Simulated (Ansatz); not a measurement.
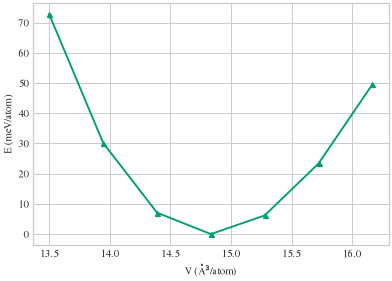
*ZnAu (CsCl type, Pm-3m) under volume change, DFT-LDA in the program Ansatz with PAW potentials, scaled uniformly.*

What does a third-order Birch–Murnaghan fit give for V₀, B₀ and B′?

V₀ = 14.83 Å³/atom, B₀ = 159 GPa, B′ = 5.4.

Symmetry was held in the LDA relaxation; of distortions, only those at the zone centre were tested. Scalar-relativistic: spin–orbit coupling is off unless named, which matters more the heavier the elements.

Potentials: the later of the program's two PAW sets.
